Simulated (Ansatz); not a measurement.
# UBLYP/cc-pVTZ run of PO (Phosphorus monoxide)

Aim: the vertical doublet–quartet gap of PO (Phosphorus monoxide) at UBLYP/cc-pVTZ, from 2 runs. 

Program for the calculation: Ansatz 0.2.0.

35 further runs of the same task are left out: 35 set aside as unsound or not needed.

## Step 1: The structure to begin with

PO: 2 atoms, total charge 0, spin state doublet. As SMILES, `O=[P]`. The shape is that of a PBE0-D4/def2-TZVP optimisation.

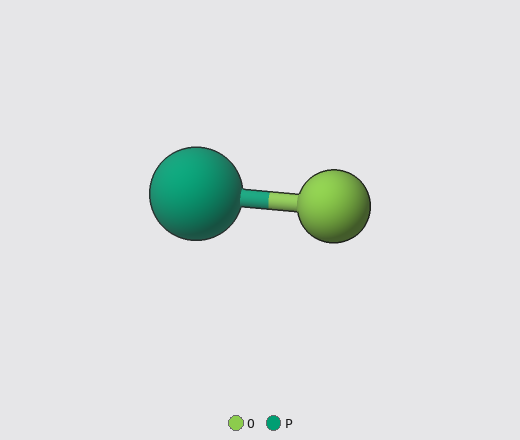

Viewed from a chosen angle; oxygen green, phosphorus teal.

## Step 2: A single-point energy at UBLYP/cc-pVTZ

The input, in.yaml:

```yaml
crystal:
  periodic: [false, false, false]
  atoms:
    - {symbol: O, position_ang: [0.000000, -0.000000, -0.009450]}
    - {symbol: P, position_ang: [-0.000000, 0.000000, 1.464540]}
basis:
  gaussian:
    orbitals: cc-pVTZ
magnetization:
  spin_polarized: true
  initial_magnetization: 1
hamiltonian:
  xc: {name: BLYP}
accuracy: high
output: {orbitals: {seedname: orbitals}}
```

Run with:

```bash
ansatz run in.yaml --threads 1 --pin off --max-ram 3480MiB --events-out events.jsonl --progress --plain --runs-dir runs
```

Log:

```text
Warning: RAYON_NUM_THREADS=1 ignored (pool sized by the plan → 1); use --threads N
Functional definition: BLYP
  name "BLYP"
  parameter beta = 0.0042
  parameter a = 0.04918
  parameter b = 0.132
  parameter c = 0.2533
  parameter d = 0.349
  exchange = b88_x(beta = beta)
  correlation = lyp_c(a = a, b = b, c = c, d = d)
886 factors; integrals over basis functions are off by at most 4.0e-9 eV
mean field evaluation 1: about -11327.5347 eV, gradient 4.9e1 eV
mean field evaluation 2: about -11224.5410 eV, gradient 1.4e2 eV
mean field evaluation 4: about -11335.1238 eV, gradient 1.3e1 eV
mean field evaluation 8: about -11335.8921 eV, gradient 3.9e-1 eV
mean field evaluation 16: about -11335.8927 eV, gradient 2.5e-5 eV
mean field evaluation 32: about -11335.8927 eV, gradient 1.6e-8 eV
mean field -11335.89266489 eV, -416.5863716908 hartree, gradient 2.3e-8 eV, S^2 0.752749; 1 other end points of the search recorded, 0 dependent functions left out
reference -11335.89269798 eV, -416.5863729067 hartree; 12, 11 occupied and 52, 53 virtual orbitals, 886 factors
Total energy: -11335.89269798 eV, -416.5863729067 hartree
```

It took 2.7 s on 1 thread of Arm Neoverse V2, shared host; peak memory 0.13 GiB.

## Step 3: The quartet

The input, run.yaml:

```yaml
crystal:
  periodic: [false, false, false]
  atoms:
    - symbol: O
      position_ang: [0.000000, -0.000000, -0.009450]
    - symbol: P
      position_ang: [-0.000000, 0.000000, 1.464540]
basis:
  gaussian:
    orbitals: cc-pVTZ
magnetization:
  spin_polarized: true
  initial_magnetization: 3
hamiltonian:
  xc: {name: BLYP}
accuracy: high
output:
  orbitals: {seedname: orbitals}
```

Run with:

```bash
ansatz run run.yaml --threads 1 --pin off --max-ram 3480MiB --events-out events.jsonl --progress --plain --runs-dir runs
```

Log:

```text
Warning: RAYON_NUM_THREADS=1 ignored (pool sized by the plan → 1); use --threads N
Functional definition: BLYP
  name "BLYP"
  parameter beta = 0.0042
  parameter a = 0.04918
  parameter b = 0.132
  parameter c = 0.2533
  parameter d = 0.349
  exchange = b88_x(beta = beta)
  correlation = lyp_c(a = a, b = b, c = c, d = d)
886 factors; integrals over basis functions are off by at most 4.0e-9 eV
mean field evaluation 1: about -11325.2350 eV, gradient 4.3e1 eV
mean field evaluation 2: about -11246.5887 eV, gradient 1.3e2 eV
mean field evaluation 4: about -11330.7626 eV, gradient 1.3e1 eV
mean field evaluation 8: about -11331.5635 eV, gradient 8.9e-2 eV
mean field evaluation 16: about -11331.5636 eV, gradient 5.6e-6 eV
mean field evaluation 32: about -11331.5485 eV, gradient 5.4e-1 eV
mean field -11331.56356270 eV, -416.4272801196 hartree, gradient 7.1e-8 eV, S^2 3.754778; 4 other end points of the search recorded, 0 dependent functions left out
reference -11331.56359562 eV, -416.4272813293 hartree; 13, 10 occupied and 51, 54 virtual orbitals, 886 factors
Total energy: -11331.56359562 eV, -416.4272813293 hartree
```

Run time: 3.3 s. Hardware: 1 thread of Arm Neoverse V2, shared host; peak memory 0.13 GiB.

## Step 4: Summary of results

At UBLYP/cc-pVTZ:

| quantity | value |
| --- | --- |
| doublet: total energy | -416.58637 Eh |
| doublet: HOMO energy (highest over α and β) | -4.22 eV |
| doublet: LUMO energy (lowest over α and β) | -4.05 eV |
| doublet: ⟨S²⟩ | 0.753 |
| quartet: total energy | -416.42728 Eh |
| quartet: HOMO energy (highest over α and β) | -4.73 eV |
| quartet: ⟨S²⟩ | 3.755 |
| vertical energy of the quartet above the doublet | 4.329 eV |

In words: At this shape the quartet lies 4.33 eV (418 kJ/mol) above the doublet.
